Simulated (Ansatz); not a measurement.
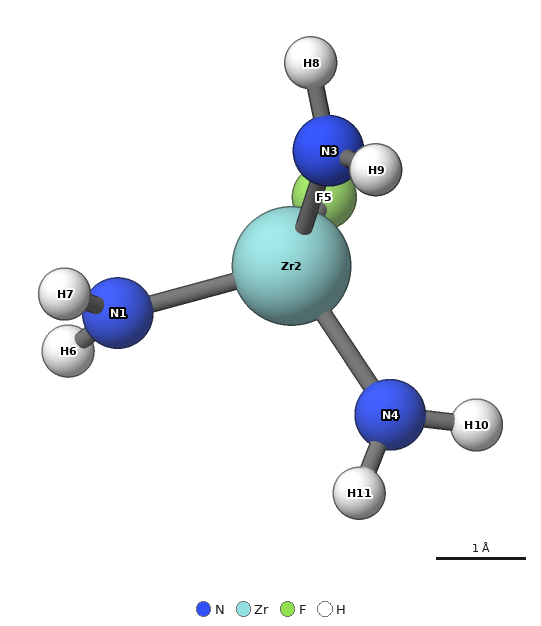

Figure 1. The structure as given in the input (ball-and-stick view, seen at a tilt; atoms are numbered from 1 in the order of the input). Sticks mark near contacts. Bond lengths as drawn: F–Zr 1.93 Å, H–N 1.01 Å and N–Zr 2.04 Å.

# ZrN₃H₆F: single-point calculation

ZrN₃H₆F, SMILES [NH2][Zr]([NH2])([NH2])[F], computed with RKS PBE0-D4/def2-TZVPP (Ansatz 0.2.0).

The geometry comes from this level: PBE0-D4/def2-TZVP.

What the program printed:
```
Functional definition: PBE0
  name "PBE0"
  cite "Adamo & Barone, J. Chem. Phys. 110, 6158 (1999) doi:10.1063/1.478522"
  cite "Perdew, Burke & Ernzerhof, Phys. Rev. Lett. 77, 3865 (1996) doi:10.1103/PhysRevLett.77.3865"
  parent pbe
  parameter a = 0.25
  parameter kappa = 0.804
  parameter beta = 0.06672455060314922
  exchange = (1 - a)*pbe_x(kappa = kappa, mu = beta*pi^2/3) + a*exact_x
  correlation = pbe_c(beta = beta)
1365 factors; their error is unknown
mean field evaluation 1: about -8543.1752 eV, gradient 1.1e2 eV
mean field evaluation 2: about -8475.8749 eV, gradient 2.1e2 eV
mean field evaluation 4: about -8565.8231 eV, gradient 8.6e0 eV
mean field evaluation 8: about -8566.0107 eV, gradient 1.9e-1 eV
mean field evaluation 16: about -8566.0551 eV, gradient 1.6e-4 eV
mean field -8566.05511050 eV, -314.7967190301 hartree, gradient 2.1e-5 eV, S^2 0.000000; 0 other end points of the search recorded, 0 dependent functions left out
reference -8566.05517743 eV, -314.7967214899 hartree; 24, 24 occupied and 240, 240 virtual orbitals, 1365 factors
Total energy: -8566.24127387 eV, -314.8035604077 hartree
```

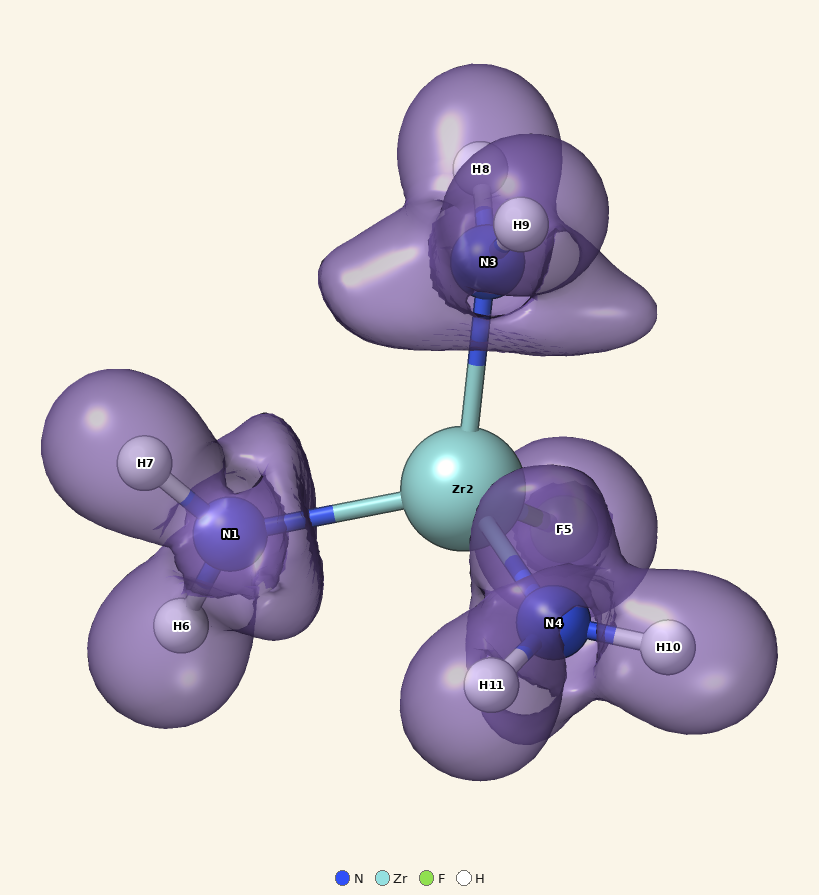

Figure 2. Isosurface of the electron localisation function at 0.75 (purple), seen at a tilt. Only the valence region is drawn (cores and ρ < 0.01 e/Å³ removed). Profiles from the grid: Zr–F (1.93 Å): the ELF peaks at about 0.85 in the valence shell of F, 0.5 Å from its nucleus, and drops to about 0.25 between the two atoms. Zr–N (2.04 Å): the ELF peaks at about 0.90 in the valence shell of N, 0.6 Å from its nucleus, and drops to about 0.30 between the two atoms.

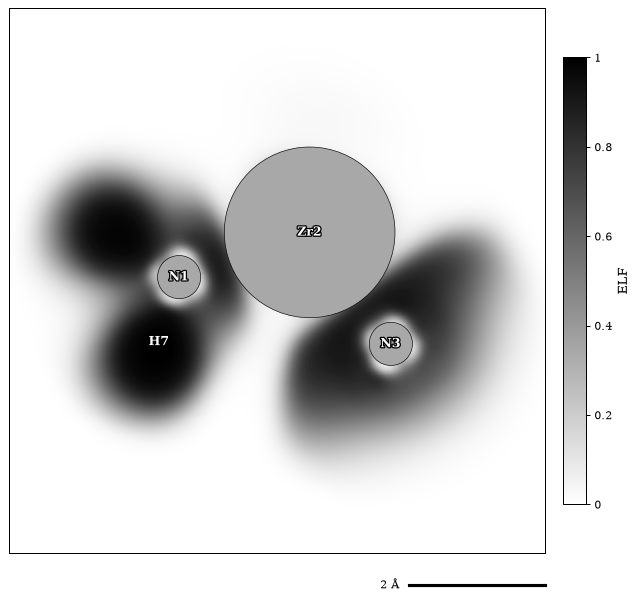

Figure 3. ELF on the plane of atoms N1, Zr2 and N3. Grey discs, where drawn, cover atomic cores. The section cuts through N, Zr and H sites. Zr–N (2.04 Å): the ELF peaks at about 0.90 in the valence shell of N, 0.6 Å from its nucleus, and drops to about 0.30 between the two atoms.

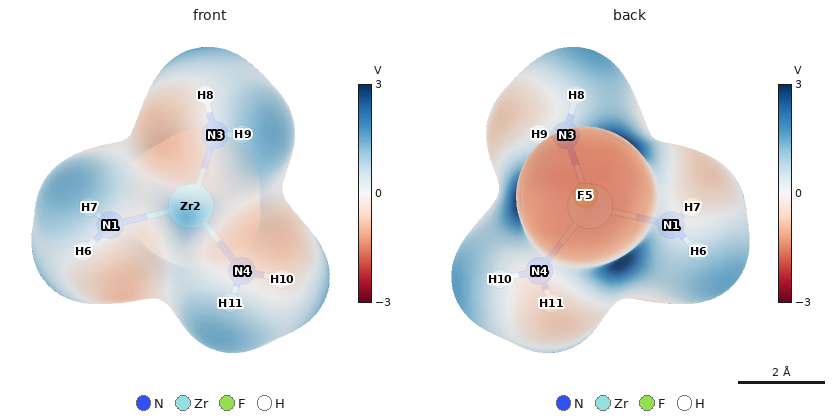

Figure 4. The molecular electrostatic potential painted on the density surface at 0.002 e/bohr³, seen face on and from behind; red is negative and blue positive. A positive charge is drawn to the negative regions and a negative charge to the positive ones.

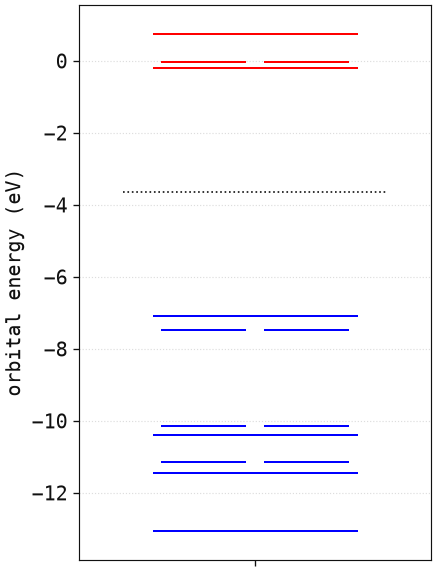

Figure 5. Orbital energies near the frontier; the dotted line parts filled from empty levels, and levels within 0.02 eV of each other stand side by side. Highest filled −7.08 eV, lowest empty −0.19 eV, 6.89 eV apart.

The run was set up as follows.

Input file:
```yaml
crystal:
  periodic: [false, false, false]
  atoms:
    - {symbol: N, position_ang: [0.794075, 1.704144, 0.306143]}
    - {symbol: Zr, position_ang: [-0.455910, 0.184420, -0.220095]}
    - {symbol: N, position_ang: [0.568931, -1.018525, -1.505256]}
    - {symbol: N, position_ang: [-0.818307, -0.905927, 1.461707]}
    - {symbol: F, position_ang: [-2.089213, 0.844813, -1.008079]}
    - {symbol: H, position_ang: [0.505347, 2.577471, 0.727212]}
    - {symbol: H, position_ang: [1.780669, 1.757489, 0.095520]}
    - {symbol: H, position_ang: [0.677284, -0.853333, -2.497382]}
    - {symbol: H, position_ang: [0.957956, -1.924196, -1.284003]}
    - {symbol: H, position_ang: [-1.578390, -1.563356, 1.577388]}
    - {symbol: H, position_ang: [-0.342441, -0.803000, 2.346844]}
basis:
  gaussian: {orbitals: def2-TZVPP}
hamiltonian: {xc: pbe0, dispersion: d4}
output: {orbitals: {seedname: orbitals}}
```

Run as:
```bash
ansatz run in.yaml --threads 4 --pin off --events-out ev --progress --plain --max-ram 10444MiB
```

Results in brief:

```tsv
quantity	value
outcome	converged
total energy	−8566.2413 eV
mean-field energy	−8566.0552 eV
dispersion energy	−0.1861 eV
SCF solution under orbital rotations	stable
HOMO	−7.08 eV
LUMO	−0.19 eV
hardware	4 threads of Arm Neoverse V2, 23 GiB of memory available, shared host
wall time	2.6 s (CPU time 9.5 s)
peak memory	0.61 GiB
```
